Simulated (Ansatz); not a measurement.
The calculation's input:

```
crystal:
  periodic: [false, false, false]
  atoms:
    - {symbol: Li, position_ang: [0.000000, 0.000000, -1.480258]}
    - {symbol: Na, position_ang: [0.000000, 0.000000, 1.480258]}
basis:
  gaussian:
    orbitals: def2-TZVPD
hamiltonian:
  xc: pbe0
output:
  forces: true
  orbitals: {seedname: orbitals}
```

Command:

```sh
ansatz run input.yaml --threads 1 --pin off --max-ram 2610MiB --events-out events.jsonl --progress --plain --runs-dir runs
```

Geometry: r2SCAN-D4/def2-TZVP.

All numbers below come from isolated molecule in a Gaussian basis; Kohn-Sham density functional theory, functional PBE0 (Ansatz 0.2.0).

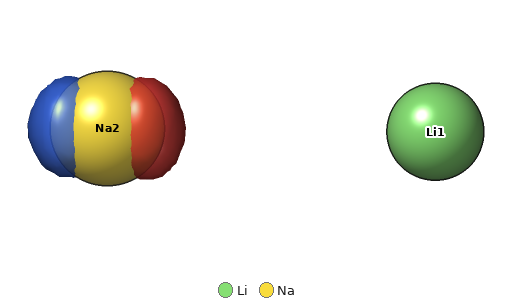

NaLi. The HOMO−1 at ±0.5 Å⁻³ᐟ² (blue and red are the two phases), seen from one side.

What is the character of this orbital?

Answer. Its weight (Hirshfeld) is mainly on Na2 (about 100 %); it is of σ type. Its energy is −31.57 eV.
